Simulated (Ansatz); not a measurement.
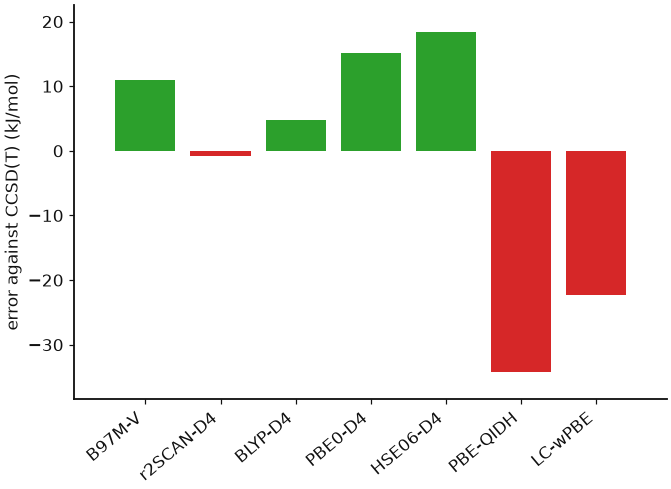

Error in the electronic atomisation energy (method less reference, so positive means overbinding) of C₃H₉NSi, SMILES CC/C(=N\[H])[SiH3]: functionals in def2-TZVPP against frozen-core CCSD(T) at the limit (MP2 extrapolated from triple and quadruple zeta, plus CCSD(T) less MP2 in a smaller set), which gives 5186.8 kJ/mol, at a PBE0-D4/def2-TZVP geometry (a minimum by its frequencies), no zero-point or spin-orbit term, the Ansatz code 0.2.0. The reference leaves out core correlation, a term that grows with the number of heavy atoms. PBE-QIDH holds a correlation term that converges slowly with the basis, so part of the distance to the limit is basis error. No dispersion term is added to PBE-QIDH and LC-wPBE.

What range do the values span?

From −34.2 kJ/mol (PBE-QIDH) to 18.4 kJ/mol (HSE06-D4).

Which of these levels overbind, and which underbind?

Overbind: none clearly. Underbind: PBE-QIDH. Within 25 kJ/mol of zero, too close to call in view of what the reference leaves out: B97M-V, r2SCAN-D4, BLYP-D4, PBE0-D4, HSE06-D4 and LC-wPBE.

Limits of at least one run: one conformer of a flexible molecule.
